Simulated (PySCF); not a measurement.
## Electronic structure of C5H12O2Si in real space

The calculation's input:

```
{"job": {"kind": "nmr", "xc": "PBE0", "basis": "pcSseg-1"}, "charge": 0, "multiplicity": 1}
C     -3.331329    -0.030751     0.368664
O     -2.147965     0.704642     0.211221
C     -1.152072     0.042360    -0.538048
C     -0.008379     1.040711    -0.799235
Si     1.062255     0.152720     0.507462
O      2.442469    -0.578779     0.075878
C      3.746036    -0.078139     0.100442
C     -0.396529    -1.033679     0.275601
H     -3.778393    -0.272783    -0.604961
H     -4.015369     0.598974     0.934667
H     -3.164821    -0.966098     0.915916
H     -1.602864    -0.357527    -1.459547
H     -0.335290     2.059436    -0.614270
H      0.346454     0.977751    -1.825710
H      1.182777     0.870308     1.777257
H      3.973241     0.360118     1.074072
H      4.427742    -0.906775    -0.091601
H      3.880318     0.686001    -0.667648
H     -0.198988    -1.926800    -0.310952
H     -0.934442    -1.331013     1.170479
```

Run with:

```sh
OMP_NUM_THREADS=1 python probes_run.py task.json out
```

Geometry: GFN2-xTB.

Level of theory: PBE0/pcSseg-1, SCF density, gas phase, non-relativistic (PySCF).

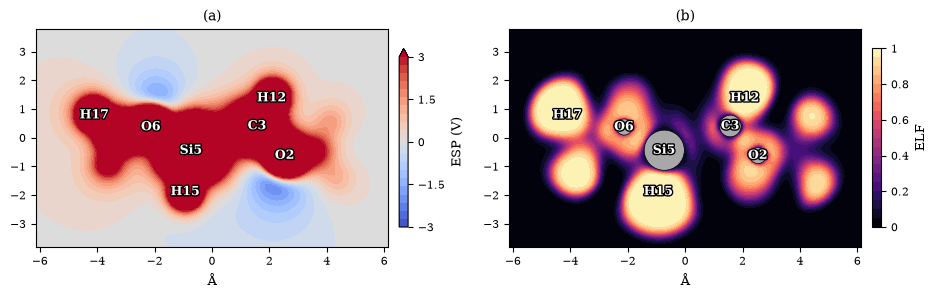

Figure 1. (a) electrostatic potential; (b) ELF on the plane of atoms O2, C3 and H12. Grey discs cover the atomic cores in the ELF map.

Q: What do the fields say about this system?

A:
- The plane passes through O, C, Si and H nuclei.
- C–O (1.41 Å): the ELF peaks at about 0.85 between the atoms; a shared but strongly polarised pair.
- Si–O (1.62 Å): the ELF peaks at about 0.85 between the atoms (a short, strongly polar bond).
- C–H (1.10 Å): the ELF climbs to about 1 towards the hydrogen, as it does in any bond to H (an ordinary covalent bond to hydrogen).
- Si–H (1.46 Å): the ELF climbs to about 1 towards the hydrogen.
- The ELF also peaks beside O2 and O6, away from the bonds: lone-pair regions.
- Outside the dense part of the molecule the potential is most negative (−2.1 V) near O2.

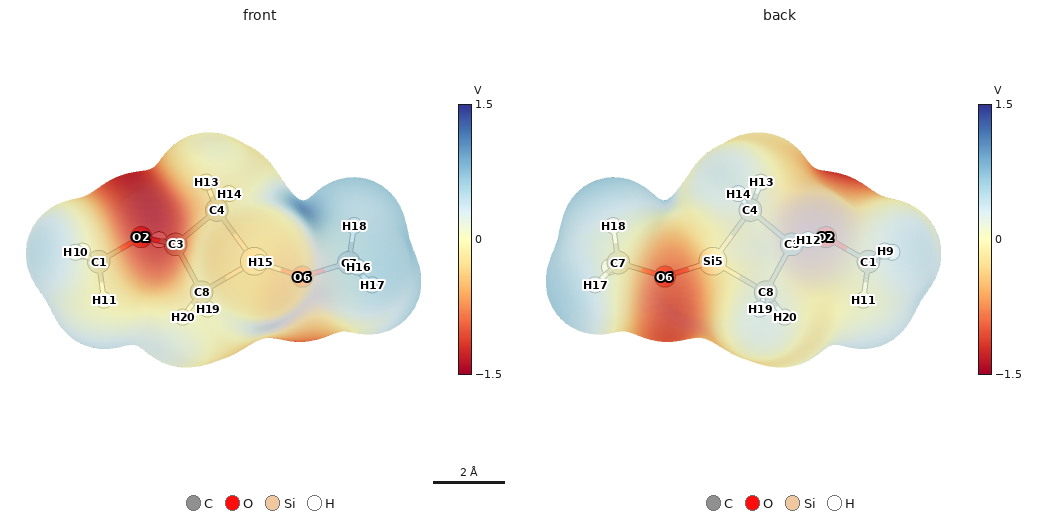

Figure 2. The electrostatic potential painted on the density surface at 0.001 e/bohr³, seen from the front and from behind; red is negative and blue positive.

Q: Describe the electrostatic potential map.

A: The most negative region (about −1.4 V, or −32 kcal/mol for a unit charge) lies over O2, the most positive (about +1.0 V, or +23 kcal/mol for a unit charge) over Si5. O2 is the likeliest acceptor of a hydrogen bond.
